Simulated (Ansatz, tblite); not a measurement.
# The cluster Al13As14H34+: a ladder of methods and basis sets

How do method and basis change the picture of the cluster Al13As14H34+ (singlet)?

The runs use Ansatz 0.2.0, Gaussian basis; as each input shows.

Plan: GFN1-xTB, GFN2-xTB, PBE-D4/def2-TZVP, r2SCAN-D4/def2-TZVP, LDA/def2-TZVP, PBE-D4/def2-SVP, PBE0-D4/def2-SVP, MP2/def2-SVP.

1 further run of the same task is left out (set aside as unsound or not needed). Runs told in other sessions of the task aren't counted.

## 1. The relaxed structure

The singlet was relaxed beforehand with PBE-D4/def2-SVP.

61 atoms, charge 1, spin multiplicity 1.

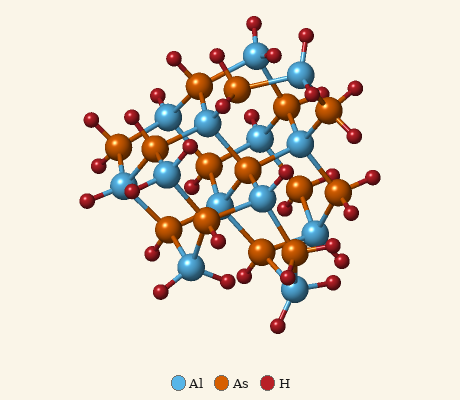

The geometry (aluminium blue, arsenic orange, hydrogen red).

The ion is computed in the gas phase, without counter-ions or solvent.

PBE0-D4/def2-TZVP was run before; its log isn't repeated, and its numbers join the tables.

## 2. GFN1-xTB

Tight binding, by tblite at 300 K electronic temperature and without a spin-polarisation term:

```python
tblite.interface.Calculator('GFN1-xTB', numbers, positions, charge=1, uhf=0).singlepoint()
```

Energy -1860.9128 eV, HOMO -12.70 eV, LUMO -9.67 eV; 0.98 s.

## 3. GFN2-xTB

Tight binding, by tblite at 300 K electronic temperature and without a spin-polarisation term:

```python
tblite.interface.Calculator('GFN2-xTB', numbers, positions, charge=1, uhf=0).singlepoint()
```

Energy -1746.1316 eV, HOMO -11.88 eV, LUMO -9.49 eV; 1.1 s.

## 4. PBE-D4/def2-TZVP

start.molden holds the orbitals of an earlier run on this state, given as this run's starting guess.

in.yaml reads:

```yaml
crystal:
  periodic: [false, false, false]
  atoms:
    - {symbol: Al, position_ang: [-4.117569, -1.373280, 2.589896]}
    - {symbol: Al, position_ang: [-4.154448, 1.937008, -0.485787]}
    - {symbol: Al, position_ang: [-1.761414, -4.035587, 1.891605]}
    - {symbol: Al, position_ang: [1.476198, -4.061875, -1.157232]}
    - {symbol: Al, position_ang: [-1.535301, 1.983211, -3.881039]}
    - {symbol: Al, position_ang: [1.527691, -1.251069, -3.947019]}
    - {symbol: Al, position_ang: [-1.497238, -1.006694, -1.002934]}
    - {symbol: Al, position_ang: [-1.050648, 2.013924, 1.903538]}
    - {symbol: Al, position_ang: [1.434514, -1.115934, 1.731484]}
    - {symbol: Al, position_ang: [1.450751, 1.670091, -1.100382]}
    - {symbol: Al, position_ang: [-0.934594, 5.050983, -0.967135]}
    - {symbol: Al, position_ang: [4.466714, -0.886011, -0.684644]}
    - {symbol: Al, position_ang: [3.898653, 2.586259, 2.682802]}
    - {symbol: As, position_ang: [-2.901690, -2.301332, 0.557933]}
    - {symbol: As, position_ang: [-2.822675, 0.643857, -2.234839]}
    - {symbol: As, position_ang: [-2.819031, 0.732870, 3.155373]}
    - {symbol: As, position_ang: [-2.335230, 3.448530, 0.381705]}
    - {symbol: As, position_ang: [0.011077, -2.445594, -2.358793]}
    - {symbol: As, position_ang: [-0.110733, -5.225301, 0.396679]}
    - {symbol: As, position_ang: [-0.085264, -2.570795, 3.091498]}
    - {symbol: As, position_ang: [2.807895, -2.545141, 0.290149]}
    - {symbol: As, position_ang: [-0.025754, 0.354641, -5.081339]}
    - {symbol: As, position_ang: [0.048451, 3.201822, -2.415989]}
    - {symbol: As, position_ang: [2.874103, 0.118862, -2.372040]}
    - {symbol: As, position_ang: [0.010249, 0.331943, 0.390545]}
    - {symbol: As, position_ang: [2.846486, 0.302784, 3.200973]}
    - {symbol: As, position_ang: [2.881285, 3.058591, 0.402324]}
    - {symbol: H, position_ang: [-3.557615, -2.432437, 3.677464]}
    - {symbol: H, position_ang: [-5.656062, -1.061145, 2.328401]}
    - {symbol: H, position_ang: [-5.338166, 2.721167, -1.209585]}
    - {symbol: H, position_ang: [-4.392396, 0.849785, 0.686797]}
    - {symbol: H, position_ang: [-2.564204, -5.073991, 2.785165]}
    - {symbol: H, position_ang: [2.304866, -5.056382, -2.082299]}
    - {symbol: H, position_ang: [-2.394250, 2.827657, -4.920278]}
    - {symbol: H, position_ang: [2.321495, -2.209169, -4.939713]}
    - {symbol: H, position_ang: [0.108584, 2.555603, 2.873444]}
    - {symbol: H, position_ang: [-1.851878, 5.984383, -1.879892]}
    - {symbol: H, position_ang: [0.278029, 5.561557, -0.044374]}
    - {symbol: H, position_ang: [5.711769, -1.617915, -1.355298]}
    - {symbol: H, position_ang: [4.562245, 0.235396, 0.475462]}
    - {symbol: H, position_ang: [5.448962, 2.290177, 2.465701]}
    - {symbol: H, position_ang: [3.205747, 3.582355, 3.717297]}
    - {symbol: H, position_ang: [-3.904856, -3.087638, -0.279432]}
    - {symbol: H, position_ang: [-3.818685, -0.176938, -3.050018]}
    - {symbol: H, position_ang: [-3.864141, 1.786419, 3.495350]}
    - {symbol: H, position_ang: [-2.281225, 0.546561, 4.574884]}
    - {symbol: H, position_ang: [-3.084055, 4.327205, 1.384436]}
    - {symbol: H, position_ang: [-0.871335, -3.319641, -3.247585]}
    - {symbol: H, position_ang: [-0.921537, -6.207242, -0.440598]}
    - {symbol: H, position_ang: [0.663536, -6.253687, 1.214259]}
    - {symbol: H, position_ang: [0.764965, -3.404878, 4.041214]}
    - {symbol: H, position_ang: [-0.812200, -1.729399, 4.130903]}
    - {symbol: H, position_ang: [3.576306, -3.444089, 1.256306]}
    - {symbol: H, position_ang: [-0.842423, -0.465096, -6.074885]}
    - {symbol: H, position_ang: [0.793141, 1.140498, -6.099496]}
    - {symbol: H, position_ang: [1.066748, 3.814044, -3.377182]}
    - {symbol: H, position_ang: [3.707736, 1.035480, -3.264706]}
    - {symbol: H, position_ang: [2.041328, 0.406521, 4.491880]}
    - {symbol: H, position_ang: [3.919155, -0.651141, 3.713660]}
    - {symbol: H, position_ang: [2.093342, 4.364708, 0.481096]}
    - {symbol: H, position_ang: [4.004594, 3.544484, -0.505720]}
basis:
  gaussian: {orbitals: def2-TZVP, fitting: {mean_field: def2-universal-jkfit}, initial_orbitals: start.molden}
total_charge: 1
hamiltonian: {xc: pbe, dispersion: d4}
scf: {omitted_lower_state_checks: [starts]}
output: {forces: true, orbitals: {seedname: orbitals}}
```

Command:

```
$ ansatz run in.yaml --threads 11 --pin off --events-out ev --progress --plain --max-ram 174080MiB --backend cuda --devices 0, --max-vram 75GiB
```

Output, cut to the lines that bear on the results:

```text
Functional definition: PBE
  name "PBE"
  cite "Perdew, Burke & Ernzerhof, Phys. Rev. Lett. 77, 3865 (1996) doi:10.1103/PhysRevLett.77.3865"
  parent pbe
[...]
6000 factors; integrals over basis functions are off by at most 6.7e-1 eV
[...]
mean field -937933.61555437 eV, -34468.4246173843 hartree, gradient 1.0e-5 eV, S^2 0.000000; 0 other end points of the search recorded, 0 dependent functions left out
[...]
reference -937933.61569515 eV, -34468.4246225579 hartree; 332, 332 occupied and 1025, 1025 virtual orbitals, 6000 factors
Total energy: -937938.59289898 eV, -34468.6075314252 hartree
Atom 0 at    -4.117569    -1.373280     2.589896 Å, force    -0.035236    -0.025121     0.021372 eV/Å
Atom 1 at    -4.154448     1.937008    -0.485787 Å, force     0.002633     0.001908     0.009022 eV/Å
Atom 2 at    -1.761414    -4.035587     1.891605 Å, force    -0.045593     0.003032     0.041417 eV/Å
Atom 3 at     1.476198    -4.061875    -1.157232 Å, force     0.018616    -0.008753    -0.021508 eV/Å
Atom 4 at    -1.535301     1.983211    -3.881039 Å, force    -0.012413     0.015674    -0.007273 eV/Å
Atom 5 at     1.527691    -1.251069    -3.947019 Å, force     0.016276    -0.022536    -0.004335 eV/Å
Atom 6 at    -1.497238    -1.006694    -1.002934 Å, force     0.013292     0.009969     0.010616 eV/Å
Atom 7 at    -1.050648     2.013924     1.903538 Å, force     0.015501     0.007413     0.005177 eV/Å
[...]
Atom 45 at    -2.281225     0.546561     4.574884 Å, force    -0.023232     0.011871    -0.051526 eV/Å
Atom 46 at    -3.084055     4.327205     1.384436 Å, force     0.032282    -0.044208    -0.040360 eV/Å
Atom 47 at    -0.871335    -3.319641    -3.247585 Å, force     0.040605     0.038478     0.040170 eV/Å
Atom 48 at    -0.921537    -6.207242    -0.440598 Å, force     0.041388     0.044342     0.042893 eV/Å
Atom 49 at     0.663536    -6.253687     1.214259 Å, force    -0.040882     0.044595    -0.043468 eV/Å
Atom 50 at     0.764965    -3.404878     4.041214 Å, force    -0.038849     0.040931    -0.041726 eV/Å
Atom 51 at    -0.812200    -1.729399     4.130903 Å, force     0.043593    -0.046186    -0.041161 eV/Å
Atom 52 at     3.576306    -3.444089     1.256306 Å, force    -0.038489     0.039651    -0.040268 eV/Å
Atom 53 at    -0.842423    -0.465096    -6.074885 Å, force     0.044309     0.041307     0.042774 eV/Å
Atom 54 at     0.793141     1.140498    -6.099496 Å, force    -0.042006    -0.041432     0.044937 eV/Å
Atom 55 at     1.066748     3.814044    -3.377182 Å, force    -0.044739    -0.031378     0.040071 eV/Å
Atom 56 at     3.707736     1.035480    -3.264706 Å, force    -0.037921    -0.038702     0.039535 eV/Å
Atom 57 at     2.041328     0.406521     4.491880 Å, force     0.040075    -0.014361    -0.058054 eV/Å
Atom 58 at     3.919155    -0.651141     3.713660 Å, force    -0.055161     0.043506    -0.016559 eV/Å
Atom 59 at     2.093342     4.364708     0.481096 Å, force     0.040122    -0.063282    -0.012292 eV/Å
Atom 60 at     4.004594     3.544484    -0.505720 Å, force    -0.057092    -0.014978     0.042050 eV/Å
Dipole moment:     0.474554    -1.224973     0.123210 e Å
Checks for a lower state left out: starts
```

Run time: 16 s. Hardware: 1 × H100 with 11 threads of AMD EPYC 7R13, shared host; peak host memory 1.9 GiB.

HOMO -8.49 eV, LUMO -5.00 eV.

## 5. r2SCAN-D4/def2-TZVP

in.yaml: that of step 4 with these lines changed.

```diff
@@ -67,3 +67,3 @@
 total_charge: 1
-hamiltonian: {xc: pbe, dispersion: d4}
+hamiltonian: {xc: r2scan, dispersion: d4}
 scf: {omitted_lower_state_checks: [starts]}
```

Same command.

Output, cut to the lines that bear on the results:

```text
Functional definition: r2SCAN
  name "r2SCAN"
  cite "Furness, Kaplan, Ning, Perdew & Sun, J. Phys. Chem. Lett. 11, 8208 (2020) doi:10.1021/acs.jpclett.0c02405"
  cite "Furness, Kaplan, Ning, Perdew & Sun, J. Phys. Chem. Lett. 11, 9248 (2020) doi:10.1021/acs.jpclett.0c03077"
  parent r2scan
[...]
6000 factors; integrals over basis functions are off by at most 6.7e-1 eV
[...]
mean field -938100.47128816 eV, -34474.5564525024 hartree, gradient 2.1e-5 eV, S^2 0.000000; 0 other end points of the search recorded, 0 dependent functions left out
[...]
reference -938100.47133020 eV, -34474.5564540475 hartree; 332, 332 occupied and 1025, 1025 virtual orbitals, 6000 factors
Total energy: -938101.92114700 eV, -34474.6097338321 hartree
Atom 0 at    -4.117569    -1.373280     2.589896 Å, force    -0.061930    -0.053721     0.053120 eV/Å
[...]
Atom 52 at     3.576306    -3.444089     1.256306 Å, force    -0.153219     0.178190    -0.189072 eV/Å
Atom 53 at    -0.842423    -0.465096    -6.074885 Å, force     0.171017     0.170255     0.205314 eV/Å
Atom 54 at     0.793141     1.140498    -6.099496 Å, force    -0.171775    -0.161607     0.209818 eV/Å
Atom 55 at     1.066748     3.814044    -3.377182 Å, force    -0.200022    -0.119360     0.185452 eV/Å
Atom 56 at     3.707736     1.035480    -3.264706 Å, force    -0.163357    -0.178936     0.176598 eV/Å
Atom 57 at     2.041328     0.406521     4.491880 Å, force     0.166279    -0.024917    -0.260300 eV/Å
Atom 58 at     3.919155    -0.651141     3.713660 Å, force    -0.217899     0.195279    -0.100508 eV/Å
Atom 59 at     2.093342     4.364708     0.481096 Å, force     0.182172    -0.279098    -0.012583 eV/Å
Atom 60 at     4.004594     3.544484    -0.505720 Å, force    -0.228522    -0.092349     0.183389 eV/Å
Dipole moment:     0.495824    -1.302923     0.123878 e Å
Checks for a lower state left out: starts
```

Wall time 15 s (1 × H100 with 11 threads of AMD EPYC 7R13, shared host); peak host memory 2 GiB.

From the report: HOMO -8.75 eV, LUMO -4.88 eV.

## 6. LDA/def2-TZVP

in.yaml: that of step 5 with these lines changed.

```diff
@@ -67,4 +67,4 @@
 total_charge: 1
-hamiltonian: {xc: r2scan, dispersion: d4}
+hamiltonian: {xc: lda}
 scf: {omitted_lower_state_checks: [starts]}
-output: {forces: true, orbitals: {seedname: orbitals}}
+output: {orbitals: {seedname: orbitals}}
```

Launched as before.

Output:

```text
Functional definition: SPW92
  name "SPW92"
  cite "Dirac, Proc. Camb. Phil. Soc. 26, 376 (1930) doi:10.1017/S0305004100016108"
  cite "Slater, Phys. Rev. 81, 385 (1951) doi:10.1103/PhysRev.81.385"
  cite "Perdew & Wang, Phys. Rev. B 45, 13244 (1992) doi:10.1103/PhysRevB.45.13244"
  exchange = slater_x
  correlation = pw_c
these checks for a lower state are left out or cut short: starts
6000 factors; integrals over basis functions are off by at most 6.7e-1 eV
mean field evaluation 1: about -936481.1543 eV, gradient 9.2e1 eV
mean field evaluation 2: about -936484.2729 eV, gradient 4.2e0 eV
mean field evaluation 4: about -936484.3972 eV, gradient 1.8e-1 eV
mean field evaluation 8: about -936484.3974 eV, gradient 2.1e-5 eV
mean field -936484.39741756 eV, -34415.1668331719 hartree, gradient 2.1e-5 eV, S^2 0.000000; 0 other end points of the search recorded, 0 dependent functions left out
reference -936484.39754940 eV, -34415.1668380173 hartree; 332, 332 occupied and 1025, 1025 virtual orbitals, 6000 factors
Total energy: -936484.39754940 eV, -34415.1668380173 hartree
Checks for a lower state left out: starts
```

Run time: 9 s. Hardware: 1 × H100 with 11 threads of AMD EPYC 7R13, shared host; peak host memory 1.7 GiB.

Report: HOMO -8.55 eV, LUMO -5.14 eV.

## 7. PBE-D4/def2-SVP

in.yaml: that of step 6 with these lines changed.

```diff
@@ -65,5 +65,5 @@
 basis:
-  gaussian: {orbitals: def2-TZVP, fitting: {mean_field: def2-universal-jkfit}, initial_orbitals: start.molden}
+  gaussian: {orbitals: def2-SVP, fitting: {mean_field: def2-universal-jkfit}, initial_orbitals: start.molden}
 total_charge: 1
-hamiltonian: {xc: lda}
+hamiltonian: {xc: pbe, dispersion: d4}
 scf: {omitted_lower_state_checks: [starts]}
```

Same command.

Output:

```text
Functional definition: PBE
  name "PBE"
  cite "Perdew, Burke & Ernzerhof, Phys. Rev. Lett. 77, 3865 (1996) doi:10.1103/PhysRevLett.77.3865"
  parent pbe
  parameter kappa = 0.804
  parameter beta = 0.06672455060314922
  exchange = pbe_x(kappa = kappa, mu = beta*pi^2/3)
  correlation = pbe_c(beta = beta)
these checks for a lower state are left out or cut short: starts
6000 factors; integrals over basis functions are off by at most 3.6e-1 eV
mean field evaluation 1: about -937797.3544 eV, gradient 2.7e1 eV
mean field evaluation 2: about -937798.3682 eV, gradient 1.1e0 eV
mean field evaluation 4: about -937798.3680 eV, gradient 8.3e-2 eV
mean field evaluation 8: about -937798.3681 eV, gradient 1.4e-5 eV
mean field -937798.36807356 eV, -34463.4543641386 hartree, gradient 1.4e-5 eV, S^2 0.000000; 0 other end points of the search recorded, 0 dependent functions left out
reference -937798.36819271 eV, -34463.4543685175 hartree; 332, 332 occupied and 520, 520 virtual orbitals, 6000 factors
Total energy: -937803.34539655 eV, -34463.6372773847 hartree
Checks for a lower state left out: starts
```

Run time: 8 s. Hardware: 1 × H100 with 11 threads of AMD EPYC 7R13, shared host; peak host memory 1.5 GiB.

Report: HOMO -8.48 eV, LUMO -4.96 eV.

## 8. PBE0-D4/def2-SVP

in.yaml: that of step 7 with these lines changed.

```diff
@@ -67,3 +67,3 @@
 total_charge: 1
-hamiltonian: {xc: pbe, dispersion: d4}
+hamiltonian: {xc: pbe0, dispersion: d4}
 scf: {omitted_lower_state_checks: [starts]}
```

The command is unchanged.

Output:

```text
Functional definition: PBE0
  name "PBE0"
  cite "Adamo & Barone, J. Chem. Phys. 110, 6158 (1999) doi:10.1063/1.478522"
  cite "Perdew, Burke & Ernzerhof, Phys. Rev. Lett. 77, 3865 (1996) doi:10.1103/PhysRevLett.77.3865"
  parent pbe
  parameter a = 0.25
  parameter kappa = 0.804
  parameter beta = 0.06672455060314922
  exchange = (1 - a)*pbe_x(kappa = kappa, mu = beta*pi^2/3) + a*exact_x
  correlation = pbe_c(beta = beta)
these checks for a lower state are left out or cut short: starts
6000 factors; integrals over basis functions are off by at most 3.6e-1 eV
mean field evaluation 1: about -937833.9924 eV, gradient 1.1e1 eV
mean field evaluation 2: about -937834.1430 eV, gradient 1.7e-1 eV
mean field evaluation 4: about -937834.1341 eV, gradient 2.4e-4 eV
mean field -937834.13412283 eV, -34464.7687422063 hartree, gradient 1.4e-5 eV, S^2 0.000000; 0 other end points of the search recorded, 0 dependent functions left out
reference -937834.13421177 eV, -34464.7687454747 hartree; 332, 332 occupied and 520, 520 virtual orbitals, 6000 factors
Total energy: -937838.72356256 eV, -34464.9374010057 hartree
Checks for a lower state left out: starts
```

It took 11 s on 1 × H100 with 11 threads of AMD EPYC 7R13, shared host; peak host memory 1.5 GiB.

Report: HOMO -9.51 eV, LUMO -4.32 eV.

## 9. MP2/def2-SVP

in.yaml: that of step 8 with these lines changed.

```diff
@@ -65,5 +65,5 @@
 basis:
-  gaussian: {orbitals: def2-SVP, fitting: {mean_field: def2-universal-jkfit}, initial_orbitals: start.molden}
+  gaussian: {orbitals: def2-SVP, initial_orbitals: start.molden}
 total_charge: 1
-hamiltonian: {xc: pbe0, dispersion: d4}
+correlation: {method: mp2}
 scf: {omitted_lower_state_checks: [starts]}
```

Launched as before.

Output:

```text
Functional definition: HF
  name "HF"
  cite "Fock, Z. Phys. 61, 126 (1930) doi:10.1007/BF01340294"
  parent pbe
  exchange = exact_x
  correlation = 0
these checks for a lower state are left out or cut short: starts
8230 factors; integrals over basis functions are off by at most 1.3e-3 eV
mean field evaluation 1: about -937133.2915 eV, gradient 5.4e1 eV
mean field evaluation 2: about -937138.6171 eV, gradient 4.6e0 eV
mean field evaluation 4: about -937138.9144 eV, gradient 4.4e-1 eV
mean field evaluation 8: about -937138.9148 eV, gradient 3.0e-6 eV
mean field -937138.91484104 eV, -34439.2199048370 hartree, gradient 3.0e-6 eV, S^2 0.000000; 0 other end points of the search recorded, 0 dependent functions left out
191 core orbitals not correlated: weight in the atoms' cores, before any rotation towards them, 1.000 or more for the frozen orbitals, at most 0.000 for the correlated occupied ones
reference -937138.91484104 eV, -34439.2199048370 hartree; 141, 141 occupied and 520, 520 virtual orbitals, 8230 factors
second order -116.35495278 eV of doubles, -0.00000000 eV of singles
Total energy: -937255.26979382 eV, -34443.4958704835 hartree
Checks for a lower state left out: starts
```

Run time: 16 s. Hardware: 1 × H100 with 11 threads of AMD EPYC 7R13, shared host; peak host memory 2.2 GiB.

Hartree-Fock HOMO -11.84 eV, LUMO -1.36 eV.

## 10. Levels side by side

| level | functions | HOMO (eV) | LUMO (eV) | gap (eV) | time |
| --- | --- | --- | --- | --- | --- |
| LDA/def2-TZVP | 1357 | -8.55 | -5.14 | 3.41 | 9 s |
| PBE-D4/def2-SVP | 852 | -8.48 | -4.96 | 3.52 | 8 s |
| PBE-D4/def2-TZVP | 1357 | -8.49 | -5.00 | 3.49 | 16 s |
| r2SCAN-D4/def2-TZVP | 1357 | -8.75 | -4.88 | 3.87 | 15 s |
| PBE0-D4/def2-SVP | 852 | -9.51 | -4.32 | 5.19 | 11 s |
| PBE0-D4/def2-TZVP | 1357 | -9.50 | -4.33 | 5.16 | 19 s |

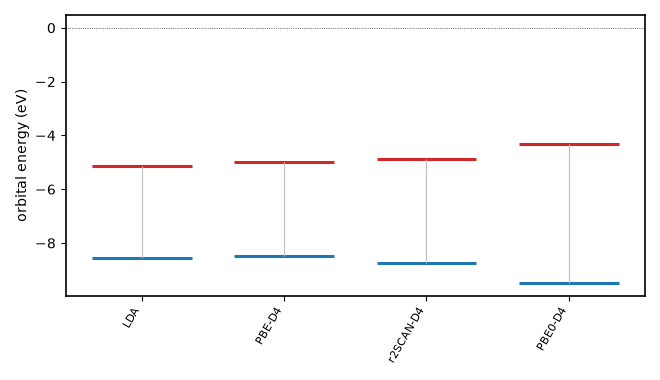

Highest filled (blue) and lowest empty (red) level in def2-TZVP.

Energy pieces by basis (eV):

| basis | HF | MP2 correlation | total |
| --- | --- | --- | --- |
| def2-SVP | -937138.9148 | -116.3550 | -937255.2698 (MP2) |

## 11. Outcome

| quantity | value |
| --- | --- |
| gap in def2-TZVP, named functionals, smallest and largest | 3.41 eV (LDA), 5.16 eV (PBE0-D4) |
| correlation energy, MP2/def2-SVP | -116.35 eV |
| PBE0 total energy, smallest basis above largest | 134.43 eV (def2-SVP, def2-TZVP) |

**Reading.** Over the named functionals in def2-TZVP the gap runs from 3.41 eV (LDA) to 5.16 eV (PBE0-D4); exact exchange widens it.

The slowest run with a step of its own, MP2/def2-SVP, took 16 s; the quickest functional in def2-TZVP took 9 s (shared host).
